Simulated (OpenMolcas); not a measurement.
# C: CASSCF and CASPT2 terms and fine-structure levels

Wanted: the level scheme of C from active-space wave functions, then second-order correlation under several settings.

Method: state-averaged CASSCF and CASPT2, spin-orbit coupling by RASSI with atomic mean-field integrals. Code: OpenMolcas 26.06.

## (1) The system

```
Species                           : C (carbon, Z = 6, 6 electrons)
Basis                             : ANO-R2 [4s4p2d1f], 33 functions
Scalar Hamiltonian                : X2C, finite nucleus
Inactive shells                   : 1s 2s
Active space                      : 2 electrons in 3 orbitals (2p)
Some configurations of this space : 2s2 2p2
Orbitals                          : optimised for each spin and parity, averaged over all roots
```

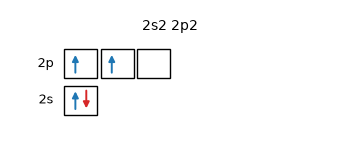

The shells outside the core, filled by Hund's rule for the drawing.

Each step is its own input file, run in one work folder so that later steps find the files of earlier ones. Labels, J, g values, rates, χT and fits are worked out afterwards by a script from the matrices that RASSI stores.

## (2) Basis and integrals

File a.inp:

```
&GATEWAY
Coord
1

C 0.0 0.0 0.0
Basis=ANO-R2
Group=XYZ
NoMove
AngMom=0.0 0.0 0.0
AMFI
&SEWARD
```

Standard output:

```text
Basis set label: C.ANO-R...4S4P2D1F.

      Electronic valence basis set:
      ------------------
      Associated Effective Charge   6.000000 au
      Associated Actual Charge      6.000000 au
      Nuclear Model: Finite nucleus - Gaussian distribution
        Gaussian exponent, Xi/bohr**(-2):  6.80775E+08

      Shell  nPrim  nBasis  Cartesian Spherical Contaminant
         s      12       4        X
         p       7       4        X
         d       3       2                 X
         f       2       1                 X
                  Relativistic X2C integrals
                  Atomic mean-field integrals
```

## (3) CASSCF: triplets of even parity, 3 roots

File a.inp:

```
&RASSCF
FileOrb=start.orb
Symmetry=1
Spin=3
nActEl=2 0 0
Inactive=2 0
Ras2=0 3
CIRoot=3 3 1
SDav=3
CIMx=300
Iter=120 100
PrWF=0.3
OrbListing=Nothing
MaxOrb=0
Atom
>>> COPY $Project.JobIph JOB001
```

start.orb holds the contracted functions of the basis, ordered by shell, or the orbitals of the step before.

Standard output:

```text
Wave function specifications:
      -----------------------------

      Number of closed shell electrons           4
      Number of electrons in active shells       2
      Max number of holes in RAS1 space          0
      Max nr of electrons in RAS3 space          0
      Number of inactive orbitals                2
      Number of active orbitals                  3
      Number of secondary orbitals              28
      Spin quantum number                      1.0
      State symmetry                             1
Orbital specifications:
      -----------------------

      Symmetry species                           1   2
                                                ag  au
      Frozen orbitals                            0   0
      Inactive orbitals                          2   0
      Active orbitals                            0   3
      RAS1 orbitals                              0   0
      RAS2 orbitals                              0   3
      RAS3 orbitals                              0   0
      Secondary orbitals                        12  16
      Deleted orbitals                           0   0
      Number of basis functions                 14  19
      Number of CSFs                             3
      Number of root(s) required                 3
      Iter CI   SX   CI       RASSCF       Energy    max ROT     max BLB   max BLB  Level Ln srch  Step   QN
          iter iter root      energy       change     param      element    value   shift minimum  type update
 Nr of preliminary CI iterations:   1
        1   1    8    0   -37.69196956    0.00E+00  -1.12E-01*   2   3 1 -1.21E-01*  0.00   0.00    SX    NO
        2   1    8    0   -37.69914522   -7.18E-03* -7.28E-02    2   4 1 -2.31E-02*  0.00   0.00    SX    NO
        3   1    8    0   -37.70204796   -2.90E-03*  3.64E-02    2   3 1 -2.28E-02*  0.00   0.00    SX    NO
        4   1    8    0   -37.70252381   -4.76E-04* -2.47E-02    2   3 1  7.75E-03*  0.00   0.00    SX    NO
        5   1    8    0   -37.70278539   -2.62E-04* -8.82E-03    2   3 1 -6.91E-03*  0.00   0.63    QN   YES
        6   1    7    0   -37.70291868   -1.33E-04*  2.45E-04    2   3 1 -6.16E-04*  0.00   1.00    QN   YES
        7   1    7    0   -37.70291890   -2.22E-07* -9.52E-05    2   3 1 -1.60E-04*  0.00   1.39    QN   YES
        8   1    5    0   -37.70291892   -2.15E-08*  1.84E-06    1   3 1  3.29E-06   0.00   0.99    QN   YES
        9   1    2    0   -37.70291892   -1.64E-11  -1.37E-07    2   3 1  4.74E-07   0.00   0.94    QN   YES
      Convergence after  9 iterations
       10   1    2    0   -37.70291892   -1.63E-13  -1.37E-07    2  11 2 -6.07E-08   0.00   0.94    QN   YES
      Natural orbitals and occupation numbers for root  1
      sym 2:   1.000000   1.000000   0.000000
      Natural orbitals and occupation numbers for root  2
      sym 2:   1.000000   0.000000   1.000000
      Natural orbitals and occupation numbers for root  3
      sym 2:   0.000000   1.000000   1.000000
::    RASSCF root number  1 Total energy:    -37.70291892
::    RASSCF root number  2 Total energy:    -37.70291892
::    RASSCF root number  3 Total energy:    -37.70291892
```

## (4) CASSCF: singlets of even parity, 6 roots

File a.inp:

```
&RASSCF
FileOrb=start.orb
Symmetry=1
Spin=1
nActEl=2 0 0
Inactive=2 0
Ras2=0 3
CIRoot=6 6 1
SDav=6
CIMx=300
Iter=120 100
PrWF=0.3
OrbListing=Nothing
MaxOrb=0
Atom
>>> COPY $Project.JobIph JOB002
```

Standard output:

```text
Wave function specifications:
      -----------------------------

      Number of closed shell electrons           4
      Number of electrons in active shells       2
      Max number of holes in RAS1 space          0
      Max nr of electrons in RAS3 space          0
      Number of inactive orbitals                2
      Number of active orbitals                  3
      Number of secondary orbitals              28
      Spin quantum number                      0.0
      State symmetry                             1
Orbital specifications:
      -----------------------

      Symmetry species                           1   2
                                                ag  au
      Frozen orbitals                            0   0
      Inactive orbitals                          2   0
      Active orbitals                            0   3
      RAS1 orbitals                              0   0
      RAS2 orbitals                              0   3
      RAS3 orbitals                              0   0
      Secondary orbitals                        12  16
      Deleted orbitals                           0   0
      Number of basis functions                 14  19
      Number of CSFs                             6
      Number of root(s) required                 6
      Iter CI   SX   CI       RASSCF       Energy    max ROT     max BLB   max BLB  Level Ln srch  Step   QN
          iter iter root      energy       change     param      element    value   shift minimum  type update
 Nr of preliminary CI iterations:   1
        1   1    4    0   -37.62995770    0.00E+00   5.11E-02    1   4 2 -1.40E-02*  0.00   0.00    SX    NO
        2   1    8    0   -37.63127507   -1.32E-03*  2.13E-02    2   3 1  1.89E-02*  0.00   0.00    SX    NO
        3   1    8    0   -37.63158609   -3.11E-04* -1.16E-02    2   3 1 -4.80E-03*  0.00   0.00    SX    NO
        4   1    7    0   -37.63165097   -6.49E-05* -5.59E-03    2   3 1  3.66E-03*  0.00   0.00    SX    NO
        5   1    7    0   -37.63166835   -1.74E-05*  1.91E-03    2   3 1 -1.49E-03*  0.00   0.67    QN   YES
        6   1    6    0   -37.63167399   -5.64E-06* -2.40E-05    2   3 1  5.74E-05   0.00   1.00    QN   YES
        7   1    6    0   -37.63167399   -2.55E-09   1.09E-05    2   3 1  1.90E-05   0.00   1.41    QN   YES
      Convergence after  7 iterations
        8   1    6    0   -37.63167399   -2.43E-10   1.09E-05    1   4 1 -1.67E-07   0.00   1.41    QN   YES
      Natural orbitals and occupation numbers for root  1
      sym 2:   0.034499   1.166070   0.799431
      Natural orbitals and occupation numbers for root  2
      sym 2:   1.062049   0.933828   0.004123
      Natural orbitals and occupation numbers for root  3
      sym 2:   0.148691   1.289123   0.562186
::    RASSCF root number  1 Total energy:    -37.64557783
::    RASSCF root number  2 Total energy:    -37.64557783
::    RASSCF root number  3 Total energy:    -37.64557783
::    RASSCF root number  4 Total energy:    -37.64557783
::    RASSCF root number  5 Total energy:    -37.64557783
::    RASSCF root number  6 Total energy:    -37.56215479
```

## (5) State interaction with spin-orbit coupling

File a.inp:

```
&RASSI
NrOfJobIphs=2 3 6
1 2 3
1 2 3 4 5 6
IphNames
JOB001
JOB002
EJob
SpinOrbit
DIPRint=1.0
SOCoupling=1000.0
Subsets=2
MEES
Property=10
'ANGMOM' 1 'ANGMOM' 2 'ANGMOM' 3 'MLTPL  1' 1 'MLTPL  1' 2 'MLTPL  1' 3
'AMFI' 1 'AMFI' 2 'AMFI' 3 'MLTPL  2' 6
SOProperty=3
'ANGMOM' 1 'ANGMOM' 2 'ANGMOM' 3
```

Standard output:

```text
SPIN-FREE ENERGIES:
  (Shifted by EMIN (a.u.) =        -37.7029189219)

 SF State       Relative EMIN(au)   Rel lowest level(eV)    D:o, cm**(-1)      L_eff

     1             0.0000000000        0.0000000000              0.0000         1.0
     2             0.0000000000        0.0000000000              0.0000         1.0
     3             0.0000000000        0.0000000000              0.0000         1.0
     4             0.0573410875        1.5603304801          12584.9140         2.0
     5             0.0573410875        1.5603304801          12584.9140         2.0
     6             0.0573410875        1.5603304801          12584.9140         2.0
     7             0.0573410875        1.5603304801          12584.9140         2.0
     8             0.0573410875        1.5603304801          12584.9140         2.0
     9             0.1407641352        3.8303872532          30894.1567         0.0
     Dipole printing threshold changed to   1.00000000E+00
Eigenvalues of complex Hamiltonian:
   -----------------------------------
  (Shifted by EMIN (a.u.) =        -37.7029189219)

 SO State       Relative EMIN(au)   Rel lowest level(eV)    D:o, cm**(-1)     J-value

     1            -0.0001404329        0.0000000000              0.0000        -0.0
     2            -0.0000700839        0.0019142933             15.4398         1.0
     3            -0.0000700839        0.0019142933             15.4398         0.6
     4            -0.0000700839        0.0019142933             15.4398         0.7
     5             0.0000699209        0.0057240166             46.1673         1.2
     6             0.0000699209        0.0057240166             46.1673         1.8
     7             0.0000699209        0.0057240166             46.1673         1.1
     8             0.0000699209        0.0057240166             46.1673         1.8
     9             0.0000699209        0.0057240166             46.1673         1.8
    10             0.0573412506        1.5641562901          12615.7713         1.6
    11             0.0573412506        1.5641562901          12615.7713         1.8
    12             0.0573412506        1.5641562901          12615.7713         1.8
    13             0.0573412506        1.5641562901          12615.7713         1.5
    14             0.0573412506        1.5641562901          12615.7713         1.1
    15             0.1407644003        3.8342158398          30925.0363         0.0
Weights of the five most important spin-orbit-free states for each spin-orbit state.

 SO State  Total energy (au)           Spin-free states, spin, and weights
 -------------------------------------------------------------------------------------------------------
    1        -0.000140       2 1.0  0.3333    3 1.0  0.3333    1 1.0  0.3333    9 0.0  0.0000    5 0.0  0.0000
    2        -0.000070       3 1.0  0.4909    2 1.0  0.4906    1 1.0  0.0184    5 0.0  0.0000    7 0.0  0.0000
    3        -0.000070       1 1.0  0.4822    2 1.0  0.3414    3 1.0  0.1764    7 0.0  0.0000    6 0.0  0.0000
    4        -0.000070       1 1.0  0.4994    3 1.0  0.3327    2 1.0  0.1679    7 0.0  0.0000    6 0.0  0.0000
    5         0.000070       3 1.0  0.5883    2 1.0  0.3240    1 1.0  0.0877    4 0.0  0.0000    5 0.0  0.0000
    6         0.000070       3 1.0  0.4977    1 1.0  0.4603    2 1.0  0.0419    7 0.0  0.0000    4 0.0  0.0000
    7         0.000070       3 1.0  0.5743    2 1.0  0.3398    1 1.0  0.0859    4 0.0  0.0000    5 0.0  0.0000
    8         0.000070       1 1.0  0.5284    2 1.0  0.4692    3 1.0  0.0024    8 0.0  0.0000    5 0.0  0.0000
    9         0.000070       1 1.0  0.5044    2 1.0  0.4917    3 1.0  0.0040    6 0.0  0.0000    5 0.0  0.0000
   10         0.057341       8 0.0  1.0000    2 1.0  0.0000    1 1.0  0.0000    3 1.0  0.0000    4 0.0  0.0000
   11         0.057341       7 0.0  1.0000    3 1.0  0.0000    1 1.0  0.0000    2 1.0  0.0000    5 0.0  0.0000
   12         0.057341       6 0.0  1.0000    2 1.0  0.0000    3 1.0  0.0000    1 1.0  0.0000    4 0.0  0.0000
```

These steps took 3.2 s in all on 1 thread, shared host.

Spin-free terms, from the roots grouped by L:

| configuration | term | E (cm-1) |
| --- | --- | --- |
| 2s2 2p2 | 3P | 0.0 |
| 2s2 2p2 | 1D | 12585 |
| 2s2 2p2 | 1S | 30894 |

Fine-structure levels, from the RASSI matrices grouped by J:

| Configuration | Term | J | E (cm-1) | g | Leading % |
| --- | --- | --- | --- | --- | --- |
| 2s2 2p2 | 3P | 0 | 0.0 |  | 100 |
| 2s2 2p2 | 3P | 1 | 15.4 | 1.501 | 100 |
| 2s2 2p2 | 3P | 2 | 46.2 | 1.501 | 100 |
| 2s2 2p2 | 1D | 2 | 12616 | 1.000 | 100 |
| 2s2 2p2 | 1S | 0 | 30925 |  | 100 |

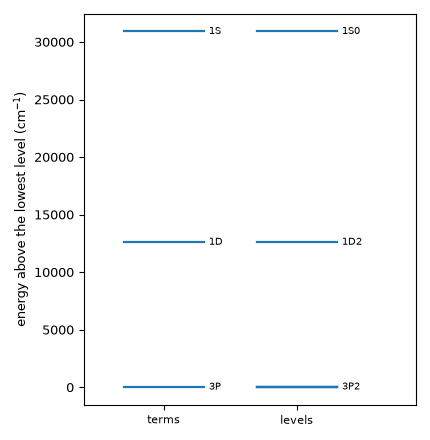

Terms (left) and the levels that spin-orbit coupling splits them into (right).

Orbitals of the lowest block:

| shell | space | energy (hartree) | mean occupation | ⟨r²⟩ (bohr²) |
| --- | --- | --- | --- | --- |
| 1s | inactive | -11.3294 | 2.000 | 0.0971 |
| 2s | inactive | -0.7062 | 2.000 | 3.05 |
| 2p | RAS2 |  | 2.000 | 3.75 |

## (6) CASPT2: IPEA 0.25, imaginary shift 0.1 (closed shells correlated: 1s 2s)

File a.inp:

```
>>> COPY JOB001 $Project.JobIph
&CASPT2
Multistate=3 1 2 3
Frozen=0 0
IPEA=0.25
Imaginary=0.1
MaxIter=60
WThr=0.0 0.3 0.05
PrWF=0.5
NoMix
>>> COPY JOB002 $Project.JobIph
&CASPT2
Multistate=6 1 2 3 4 5 6
Frozen=0 0
IPEA=0.25
Imaginary=0.1
MaxIter=60
WThr=0.0 0.3 0.05
PrWF=0.5
NoMix
```

Standard output:

```text
Orbital specifications:
      -----------------------

      Symmetry species                           1   2
                                                ag  au
      Frozen orbitals                            0   0
      Inactive orbitals                          2   0
      Active orbitals                            0   3
      Secondary orbitals                        12  16
      Deleted orbitals                           0   0
      Number of basis functions                 14  19
Type of calculation                        MS-CASPT2
      Fock operator                              state-specific
      IPEA shift                                 0.25
      Real shift                                 0.00
      Imaginary shift                            0.10
      The input orbitals will be transformed to quasi-canonical
Reference energy:         -37.7029189219
      E2 (Non-variational):      -0.0849598368
      Shift correction:          -0.0001445094
      E2 (Variational):          -0.0851043462
      Total energy:             -37.7880232681
      Residual norm:              0.0000003955
      Reference weight:           0.97091
      Contributions to the CASPT2 correlation energy
      Active & Virtual Only:         -0.0079256315
      One Inactive Excited:          -0.0496252614
      Two Inactive Excited:          -0.0274089440
Reference energy:         -37.7029189219
      E2 (Non-variational):      -0.0849598368
      Shift correction:          -0.0001445094
      E2 (Variational):          -0.0851043462
      Total energy:             -37.7880232681
      Residual norm:              0.0000003955
      Reference weight:           0.97091
      Contributions to the CASPT2 correlation energy
      Active & Virtual Only:         -0.0079256315
      One Inactive Excited:          -0.0496252614
      Two Inactive Excited:          -0.0274089440
::    CASPT2 Root  1     Total energy:    -37.78802327
::    CASPT2 Root  2     Total energy:    -37.78802327
::    CASPT2 Root  3     Total energy:    -37.78802327
::    MS-CASPT2 Root  1     Total energy:    -37.78802327
::    MS-CASPT2 Root  2     Total energy:    -37.78802327
::    MS-CASPT2 Root  3     Total energy:    -37.78802327
Orbital specifications:
      -----------------------

      Symmetry species                           1   2
                                                ag  au
      Frozen orbitals                            0   0
      Inactive orbitals                          2   0
      Active orbitals                            0   3
      Secondary orbitals                        12  16
      Deleted orbitals                           0   0
      Number of basis functions                 14  19
Type of calculation                        MS-CASPT2
      Fock operator                              state-specific
      IPEA shift                                 0.25
      Real shift                                 0.00
      Imaginary shift                            0.10
      The input orbitals will be transformed to quasi-canonical
Reference energy:         -37.6455778344
      E2 (Non-variational):      -0.0956364622
      Shift correction:          -0.0001914850
      E2 (Variational):          -0.0958279472
      Total energy:             -37.7414057816
      Residual norm:              0.0000003683
      Reference weight:           0.96497
      Contributions to the CASPT2 correlation energy
      Active & Virtual Only:         -0.0159804200
      One Inactive Excited:          -0.0517996280
      Two Inactive Excited:          -0.0278564143
Reference energy:         -37.6455778344
      E2 (Non-variational):      -0.0957659046
      Shift correction:          -0.0001914855
      E2 (Variational):          -0.0959573901
      Total energy:             -37.7415352245
      Residual norm:              0.0000002348
      Reference weight:           0.96491
      Contributions to the CASPT2 correlation energy
      Active & Virtual Only:         -0.0159798309
      One Inactive Excited:          -0.0517989194
      Two Inactive Excited:          -0.0279871543
::    CASPT2 Root  1     Total energy:    -37.74140578
::    CASPT2 Root  2     Total energy:    -37.74153522
::    CASPT2 Root  3     Total energy:    -37.74116239
::    CASPT2 Root  4     Total energy:    -37.74153832
::    CASPT2 Root  5     Total energy:    -37.74125720
::    CASPT2 Root  6     Total energy:    -37.68292465
::    MS-CASPT2 Root  1     Total energy:    -37.74176788
::    MS-CASPT2 Root  2     Total energy:    -37.74166325
::    MS-CASPT2 Root  3     Total energy:    -37.74139281
::    MS-CASPT2 Root  4     Total energy:    -37.74116528
::    MS-CASPT2 Root  5     Total energy:    -37.74107559
::    MS-CASPT2 Root  6     Total energy:    -37.68275876
```

This run: 1.1 s of run time, 1 thread, shared host.

SS-CASPT2: lowest energy less the reference's lowest, -0.0851 hartree; reference weights 0.947 to 0.971. These are the single-state energies of the run (the lines without MS-).

Spin-free terms, from the roots grouped by L:

| configuration | term | E (cm-1) | spread (cm-1) |
| --- | --- | --- | --- |
| 2s2 2p2 | 3P | 0.0 | 0 |
| 2s2 2p2 | 1D | 10240 | 83 |
| 2s2 2p2 | 1S | 23070 | 0 |

Fine-structure levels, from the RASSI matrix with the averaged CASPT2 term energies on its diagonal:

```json
{"Configuration": "2s2 2p2", "Term": "3P", "J": "0", "E (cm-1)": "0.0", "Leading %": "100"}
{"Configuration": "2s2 2p2", "Term": "3P", "J": "1", "E (cm-1)": "15.5", "Leading %": "100"}
{"Configuration": "2s2 2p2", "Term": "3P", "J": "2", "E (cm-1)": "46.2", "Leading %": "100"}
{"Configuration": "2s2 2p2", "Term": "1D", "J": "2", "E (cm-1)": "10270", "Leading %": "100"}
{"Configuration": "2s2 2p2", "Term": "1S", "J": "0", "E (cm-1)": "23100", "Leading %": "100"}
```

Transitions at SS-CASPT2 energies (vacuum wavelengths; branching counts decays inside the model space alone):

| upper | lower | type | λ (nm) | A (s-1) | branching % |
| --- | --- | --- | --- | --- | --- |
| 2s2 2p2 1S0 | 2s2 2p2 3P1 | M1 | 433.2 | 2.25e-03 | 0.2 |
| 2s2 2p2 1S0 | 2s2 2p2 3P2 | E2 | 433.8 | 3.03e-05 | 0.0 |
| 2s2 2p2 1S0 | 2s2 2p2 1D2 | E2 | 779.5 | 1.06e+00 | 99.8 |
| 2s2 2p2 1D2 | 2s2 2p2 3P1 | M1 | 975.4 | 6.29e-05 | 25.0 |
| 2s2 2p2 1D2 | 2s2 2p2 3P2 | M1 | 978.3 | 1.87e-04 | 74.5 |

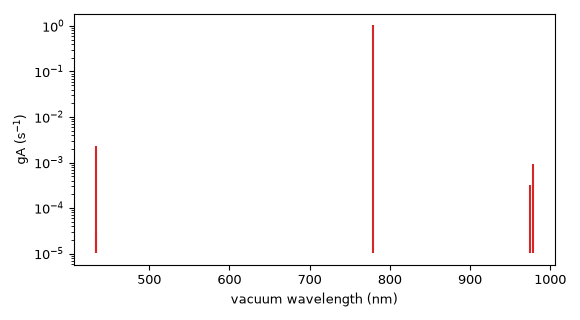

The lines as sticks of height gA, A times the degeneracy of the upper level: electric dipole blue, forbidden lines red.

(Part 1 of 2 ends here.)
